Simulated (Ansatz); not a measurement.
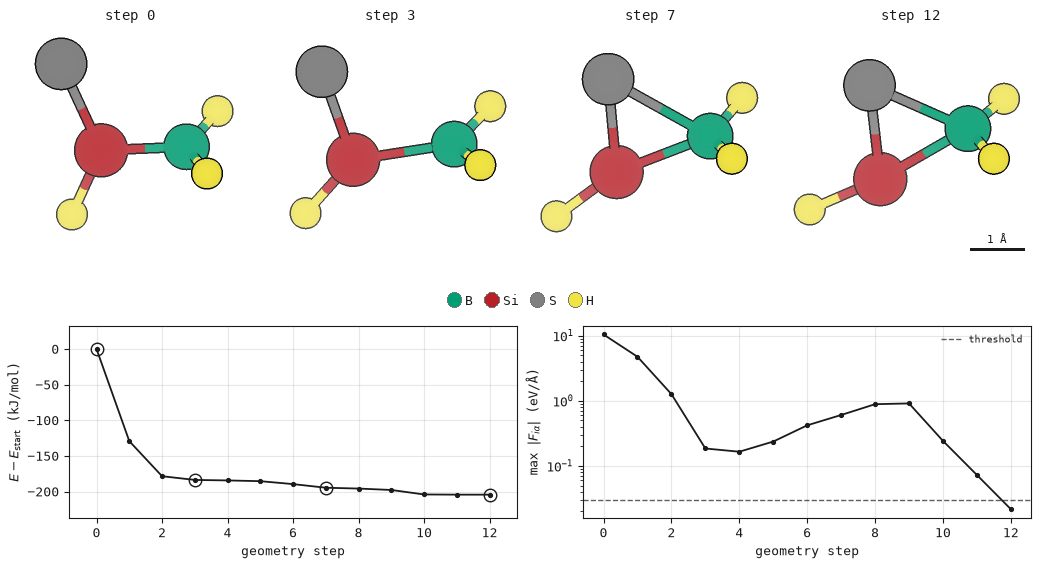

Frames of a relaxation of BSiH₃S, marked on the history of the run. The picture is a ball-and-stick view, seen at a tilt.

It is one of the separated reactants of a reaction.

All numbers below come from Ansatz 0.2.0, RKS PBE-D4/def2-SVP. (force threshold 0.03 eV/Å; at most 250 steps)

> Describe the path.

The energy falls by 204.3 kJ/mol in 12 geometry steps. The largest force component goes from 10 to 0.022 eV/Å. The largest move after the best rigid fit is that of an H atom, 0.79 Å. Largest moves by element: H 0.79 Å, S 0.69 Å, Si 0.63 Å, B 0.40 Å. Near-neighbour distances that change, for instance: B–S 2.894 → 2.030 Å, B–Si 1.609 → 2.032 Å, S–Si 2.002 → 2.057 Å, H–Si 1.538 → 1.514 Å. Among the angles between lasting bonds that change: B–Si–H 116.7° → 173.1°, B–Si–S 106.1° → 59.5°, S–Si–H 137.2° → 113.6°. From step 0 to 3: an H atom moves most (0.49 Å), energy −183.6 kJ/mol. From step 3 to 7: the S atom moves most (0.53 Å), energy −10.9 kJ/mol. From step 7 to 12: B and Si and H atoms move most (0.17 Å), energy −9.74 kJ/mol.

```
step  E − E(0), kJ/mol  largest force component, eV/Å
   0              0.00                        10.4084
   1           -129.20                         4.7394
   2           -178.37                         1.2646
   3           -183.60                         0.1851
   4           -184.29                         0.1651
   5           -185.35                         0.2365
   6           -189.45                         0.4197
   7           -194.54                         0.6048
   8           -195.70                         0.8860
   9           -197.70                         0.9099
  10           -203.97                         0.2420
  11           -204.24                         0.0725
  12           -204.27                         0.0216
```
